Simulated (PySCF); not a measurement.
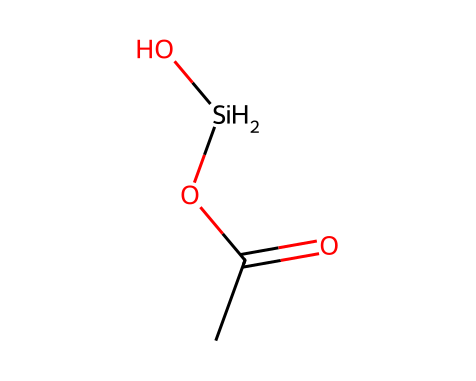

A structural formula.

**Transcribe the drawing into SMILES.**

CC(=O)O[SiH2]O

**Give the formula, hydrogens included.**

C2H6O3Si.

**An optimisation with GFN2-xTB gave a structure of which point group?**

C1. Other conformers may differ.

The parts below concern this one geometry. Atoms keep their numbers from picture to picture. The computed structure is the end point of a GFN2-xTB optimisation. No frequency run is at hand to confirm it as a minimum.

Polarisability

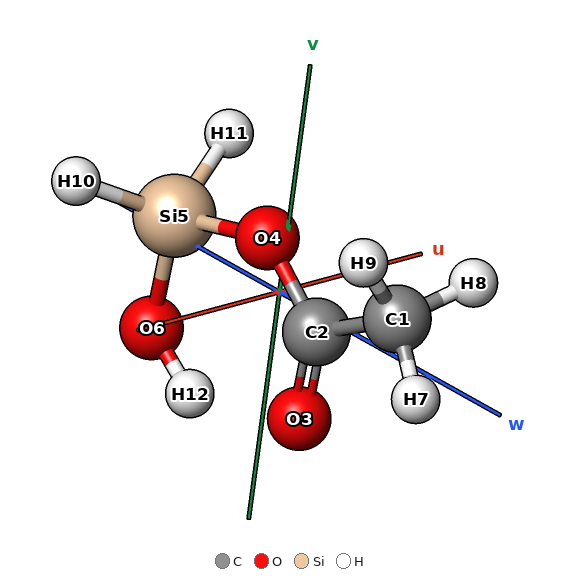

The lines u, v and w are the principal axes of the static dipole polarisability. No frequency run is at hand to confirm it as a minimum. Method: PBE0/def2-SVPD (PySCF 2.14.0).

**Along which axis is the molecule most polarisable, and along which least?**

Most along w, least along u.

**Give the three principal values.**

u 48.7, v 58.8, w 67.3 bohr³; mean 58.3, anisotropy 16.2 bohr³.

Quadrupole coupling

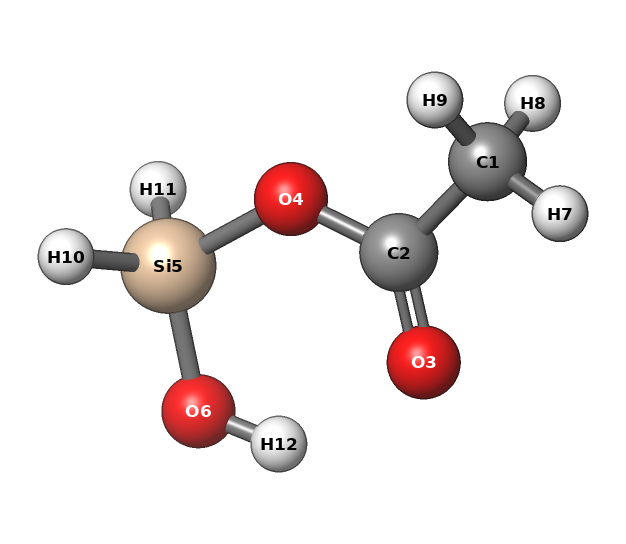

No frequency run is at hand to confirm it as a minimum. Electric field gradients from the ground-state density, PBE0/pcSseg-1 (PySCF 2.14.0), non-relativistic apart from any core potentials.

Give the largest field-gradient component, the quadrupole coupling constant and the asymmetry for 17O at O3 (Q = −25.6 mb), 17O at O4 (Q = −25.6 mb), 17O at O6 (Q = −25.6 mb), 2H at H7 (Q = 2.86 mb), 2H at H8 (Q = 2.86 mb).

```json
{"atom": "O3", "V_zz (a.u.)": "−1.607", "e²qQ/h (MHz)": "9.66", "η": "0.10"}
{"atom": "O4", "V_zz (a.u.)": "1.393", "e²qQ/h (MHz)": "−8.38", "η": "0.16"}
{"atom": "O6", "V_zz (a.u.)": "1.374", "e²qQ/h (MHz)": "−8.26", "η": "0.56"}
{"atom": "H7", "V_zz (a.u.)": "0.313", "e²qQ/h (MHz)": "0.210", "η": "0.02"}
{"atom": "H8", "V_zz (a.u.)": "0.311", "e²qQ/h (MHz)": "0.209", "η": "0.04"}
```

NMR shielding

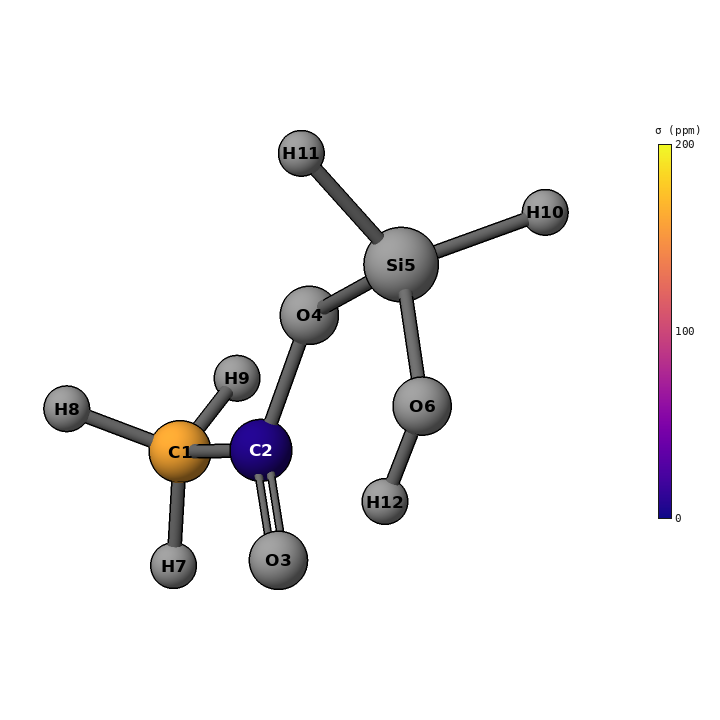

Atoms are coloured by their isotropic NMR shieldings (C only, the others grey). No frequency run is at hand to confirm it as a minimum. Properties computed with GIAO PBE0/pcSseg-1 NMR shielding, non-relativistic, gas phase (PySCF 2.14.0).

List the isotropic NMR shieldings of the C atoms.

| atom | σ (ppm) |
| --- | --- |
| C1 | 161.2 |
| C2 | 7.3 |

Excitation

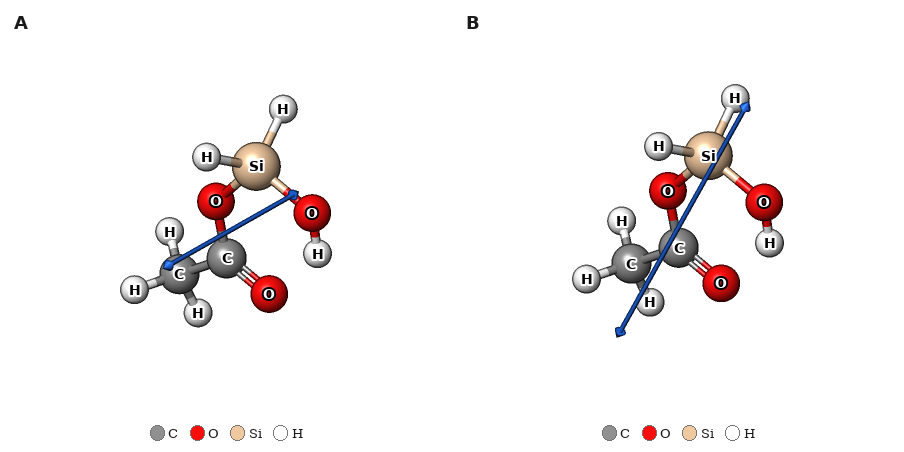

The double arrows show the directions of two transition dipoles from the ground state (lengths mean nothing). No frequency run is at hand to confirm it as a minimum. Method: TDDFT PBE0/def2-SVPD, vertical, gas phase, core orbitals frozen in the response (PySCF 2.14.0).

**One belongs to singlet state 3 and one to singlet state 4. Which is which?**

A: state 4, 7.63 eV (162 nm), oscillator strength 0.016, mainly HOMO−1 → LUMO+1 (weight 0.65).
B: state 3, 7.57 eV (164 nm), oscillator strength 0.039, mainly HOMO → LUMO+1 (weight 0.90).

The geometry is semi-empirical. Around Si such bond lengths and angles can be off by a tenth of an ångström or more and by several degrees, and values that hang on the shape move with them.
